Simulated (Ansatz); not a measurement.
# CH3Cl3Si (methyltrichlorosilane): HSE06/cc-pVDZ

What is the vertical ionisation energy of CH3Cl3Si (methyltrichlorosilane) at HSE06/cc-pVDZ? 

The results are computed with Ansatz 0.2.0.

80 further runs of the same task are left out: 6 that didn't finish, 74 set aside as unsound or not needed.

### 1 Starting point

CH3Cl3Si: 8 atoms, total charge 0, spin state singlet. SMILES: `C[Si](Cl)(Cl)Cl`. The coordinates come from a PBE0-D4/def2-TZVP relaxation.

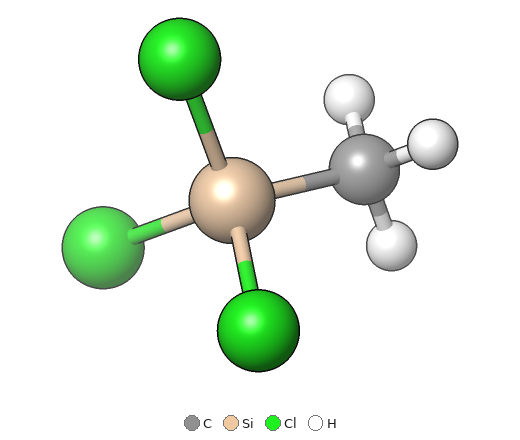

The structure, seen from a chosen angle (carbon grey, silicon light orange, chlorine green, hydrogen white).

### 2 The energy at HSE06/cc-pVDZ

The input, molecule.yaml:

```yaml
crystal:
  periodic: [false, false, false]
  atoms:
    - symbol: C
      position_ang: [-0.728900, -0.279600, 0.686100]
    - symbol: Si
      position_ang: [0.568900, 0.197900, -0.528700]
    - symbol: Cl
      position_ang: [2.360400, -0.640000, -0.033600]
    - symbol: Cl
      position_ang: [0.065900, -0.429500, -2.402200]
    - symbol: Cl
      position_ang: [0.801200, 2.223000, -0.573800]
    - symbol: H
      position_ang: [-0.844500, -1.365200, 0.700800]
    - symbol: H
      position_ang: [-0.448300, 0.061100, 1.684800]
    - symbol: H
      position_ang: [-1.682600, 0.175200, 0.410800]
basis:
  gaussian:
    orbitals: cc-pVDZ
hamiltonian:
  xc: {name: HSE06}
accuracy: high
output: {orbitals: {seedname: orbitals}}
```

Command:

```
$ ansatz run molecule.yaml --threads 1 --pin off --max-ram 3480MiB --events-out events.jsonl --progress --plain --runs-dir runs
```

Output:

```text
Warning: RAYON_NUM_THREADS=1 ignored (pool sized by the plan → 1); use --threads N
Functional definition: HSE06
  name "HSE06"
  parameter a = 0.25
  parameter omega = 0.11/bohr
  exchange = pbe_x - a*pbe_x_sr(omega) + a*exact_x_sr(omega)
  correlation = pbe_c
2365 factors; integrals over basis functions are off by at most 3.4e-9 eV
109 factors; integrals over basis functions are off by at most 2.1e-9 eV
mean field evaluation 1: about -46514.1443 eV, gradient 4.3e1 eV
mean field evaluation 2: about -46512.4405 eV, gradient 4.7e1 eV
mean field evaluation 4: about -46518.5324 eV, gradient 1.3e0 eV
mean field evaluation 8: about -46518.7413 eV, gradient 4.5e-2 eV
mean field evaluation 16: about -46518.7413 eV, gradient 2.4e-6 eV
mean field -46518.74129208 eV, -1709.5322109484 hartree, gradient 2.6e-8 eV, S^2 0.000000; 0 other end points of the search recorded, 0 dependent functions left out
reference -46518.74129520 eV, -1709.5322110631 hartree; 37, 37 occupied and 64, 64 virtual orbitals, 2365 factors
Total energy: -46518.74129520 eV, -1709.5322110631 hartree
```

Run time: 17 s. Hardware: 1 thread of Arm Neoverse V1, shared host; peak memory 0.46 GiB.

### 3 The doublet cation at the same level

The input, job.yaml:

```yaml
crystal:
  periodic: [false, false, false]
  atoms:
    - symbol: C
      position_ang: [-0.728900, -0.279600, 0.686100]
    - symbol: Si
      position_ang: [0.568900, 0.197900, -0.528700]
    - symbol: Cl
      position_ang: [2.360400, -0.640000, -0.033600]
    - symbol: Cl
      position_ang: [0.065900, -0.429500, -2.402200]
    - symbol: Cl
      position_ang: [0.801200, 2.223000, -0.573800]
    - symbol: H
      position_ang: [-0.844500, -1.365200, 0.700800]
    - symbol: H
      position_ang: [-0.448300, 0.061100, 1.684800]
    - symbol: H
      position_ang: [-1.682600, 0.175200, 0.410800]
basis:
  gaussian:
    orbitals: cc-pVDZ
total_charge: 1
magnetization:
  spin_polarized: true
  initial_magnetization: 1
hamiltonian:
  xc: hse06
accuracy: high
output:
  orbitals: {seedname: orbitals}
```

Command:

```
$ ansatz run job.yaml --threads 1 --pin off --max-ram 3480MiB --events-out events.jsonl --progress --plain --runs-dir runs
```

Output, shortened:

```text
Warning: RAYON_NUM_THREADS=1 ignored (pool sized by the plan → 1); use --threads N
[... 2 set-up lines as earlier in the session ...]
[...]
2365 factors; integrals over basis functions are off by at most 3.4e-9 eV
109 factors; integrals over basis functions are off by at most 2.1e-9 eV
[...]
mean field -46507.60447216 eV, -1709.1229403652 hartree, gradient 2.2e-8 eV, S^2 0.754575; 10 other end points of the search recorded, 0 dependent functions left out
reference -46507.60447535 eV, -1709.1229404826 hartree; 37, 36 occupied and 64, 65 virtual orbitals, 2365 factors
Total energy: -46507.60447535 eV, -1709.1229404826 hartree
```

Run time: 1.8 min. Hardware: 1 thread of Arm Neoverse V1, shared host; peak memory 0.87 GiB.

### 4 Results

Level: HSE06/cc-pVDZ.

```
                                          quantity           value
                    singlet CH3Cl3Si: total energy  -1709.53221 Eh
                     singlet CH3Cl3Si: HOMO energy        -8.69 eV
                     singlet CH3Cl3Si: LUMO energy         0.04 eV
                   singlet CH3Cl3Si: HOMO–LUMO gap         8.72 eV
                      doublet cation: total energy  -1709.12294 Eh
doublet cation: HOMO energy (highest over α and β)       -14.31 eV
 doublet cation: LUMO energy (lowest over α and β)       -13.53 eV
                              doublet cation: ⟨S²⟩           0.755
vertical ionisation energy (to the doublet cation)       11.137 eV
```

**Reading.** The vertical ionisation energy comes to 11.14 eV (1075 kJ/mol). −ε(HOMO) before ionisation, 8.69 eV, is 2.45 eV below this ionisation energy.
